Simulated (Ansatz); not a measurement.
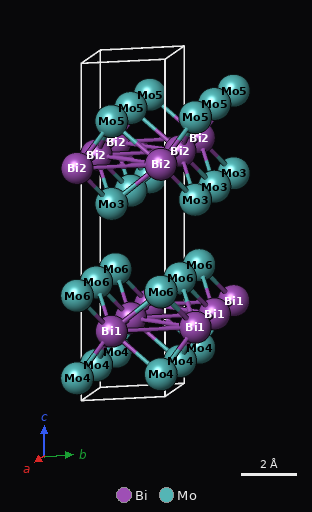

Crystalline BiMo₂ (built on the 2H molybdenite_194 type) (coarse preliminary run), before the relaxation. The picture is a ball-and-stick view of the cell of the calculation, repeated 3 × 2 × 1 with one cell outlined, seen slightly off an axis.

Case: 2H molybdenite type (P6_3/mmc, No. 194).

Method: DFT PBE, scalar-relativistic, plane waves, PAW (Ansatz).

Input
```yaml
crystal:
  lattice:
    - [3.2263666249, 0.0, 0.0]
    - [-1.6131833124, 2.7941154591, 0.0]
    - [0.0, 0.0, 12.5492431364]
  atoms:
    - { symbol: Bi, position: [0.3333333333, 0.6666666667, 0.25] }
    - { symbol: Bi, position: [0.6666666667, 0.3333333333, 0.75] }
    - { symbol: Mo, position: [0.3333333333, 0.6666666667, 0.6275] }
    - { symbol: Mo, position: [0.6666666667, 0.3333333333, 0.1275] }
    - { symbol: Mo, position: [0.3333333333, 0.6666666667, 0.8725] }
    - { symbol: Mo, position: [0.6666666667, 0.3333333333, 0.3725] }
basis:
  ecutwfc: 420
kpoints:
  mp_grid: { grid: [6, 6, 2] }
hamiltonian:
  xc: pbe
scf:
  occupations: { method: gaussian, width: 0.1 }
  lower_state_search: "off"
output:
  forces: true
  stress: true
  eigenvalues: true
relax:
  adjacent_minimum: "off"
  f_tol: 0.04
  max_steps: 70
  cell: { stress_tol: 0.4 }
```

Launched with:
```bash
ansatz run input.yaml --threads 1 --pin off --max-ram 2560MiB --backend cpu --events-out ev --progress --plain --runs-dir out
```

Q: Predict the outcome.

A: The largest moves relative to the cell, 0.90 Å, are those of Mo3, Mo4, Mo5 and Mo6. Mo6 goes along +c. Bi stays in place. Cell: a = b 3.226 → 3.263 Å (+1.1 %), c 12.549 → 13.496 Å (+7.5 %). Volume +10.0 %. Among the contacts that change: Mo3–Mo5 3.075 → 5.110 Å, Mo3–Mo6 3.703 → 2.496 Å, Bi1–Mo4 2.415 → 3.174 Å, Bi1–Bi1 3.226 → 3.263 Å. New bonds form: Mo3–Mo6 (3.70 → 2.50 Å), Mo4–Mo5 (3.70 → 2.50 Å). Among the angles between lasting bonds that change: Bi1–Mo4–Bi1 83.8° → 61.9°. The space group stays P6_3/mmc (No. 194). After 9 accepted moves (11 points after the start) the energy has fallen by 2534 meV per atom. Largest force component: 11 eV/Å at the start, 0.03 eV/Å at the end. The pressure goes from 60.63 to −0.02 GPa. The line search rejected the trial step at point 5 of the run. At 1 point the geometry stayed and the basis and grid were re-selected for the new cell (energy shift of 0.5 meV per atom at most each time).

Step by step:

```csv
step,"E − E(0), meV/atom","largest force component, eV/Å","pressure, GPa","volume, Å³/atom",note
0,0.00,10.6075,60.63,18.855,
1,-1362.32,5.3185,9.79,20.626,
2,-1966.05,3.9446,-0.02,19.899,
3,-2347.90,1.7250,2.40,18.955,
4,-2441.56,1.2013,0.47,19.407,
5,-2423.69,2.9966,10.00,20.059,rejected
6,-2492.98,1.0212,-0.32,20.032,
7,-2514.07,1.2692,4.84,20.302,
8,-2532.07,0.1371,1.08,20.517,
9,-2533.03,0.0517,-0.85,20.956,
10,-2533.77,0.0299,0.00,20.737,
11,-2534.32,0.0304,-0.02,20.737,"same geometry, new basis"
```

The structure at the end:

```
Bi Mo
1.0
     3.26278    0.00000    0.00000
    -1.63139    2.82565    0.00000
     0.00000    0.00000   13.49559
Bi Mo
2 4
Direct
  0.33333 0.66667 0.25000
  0.66667 0.33333 0.75000
  0.33333 0.66667 0.56068
  0.66667 0.33333 0.06068
  0.33333 0.66667 0.93932
  0.66667 0.33333 0.43932
```

After the run, drawn alike:

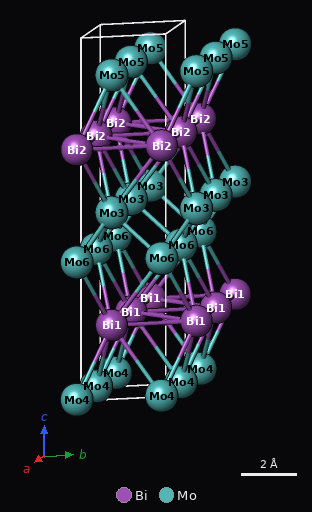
